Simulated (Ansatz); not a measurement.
```yaml
atoms:
  - { symbol: Mg, position_ang: [-1.2325, -1.5231, -0.4096] }
  - { symbol: Cl, position_ang: [-3.3579, -0.9115, -0.1007] }
  - { symbol: Cl, position_ang: [0.4256, -2.9167, -0.8913] }
  - { symbol: H, position_ang: [-1.1892, 0.8452, 0.3201] }
  - { symbol: O, position_ang: [-0.4361, 0.2831, 0.0781] }
  - { symbol: Si, position_ang: [1.1501, 0.9318, 0.2256] }
  - { symbol: H, position_ang: [1.1256, 2.2958, -0.3692] }
  - { symbol: H, position_ang: [1.4998, 1.0036, 1.6697] }
  - { symbol: H, position_ang: [2.0146, -0.0082, -0.5228] }
```

Level of theory: RKS PBE0-D4/def2-SVP in Ansatz.

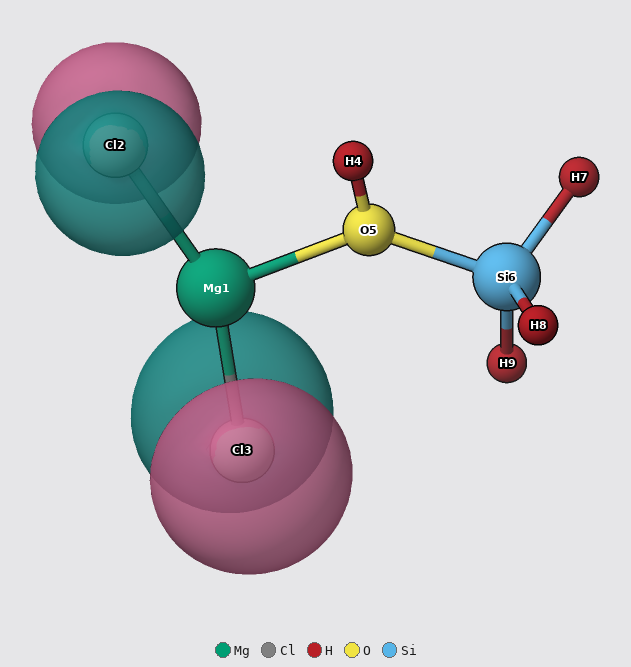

Cl2H4MgOSi. The HOMO−1 at ±0.1 Å⁻³ᐟ² (teal and pink are the two phases), seen at a tilt.

### What is the character of this orbital?

Its weight (Hirshfeld) is mainly on Cl3 (about 65 %) and Cl2 (about 30 %). Its energy is −8.14 eV.
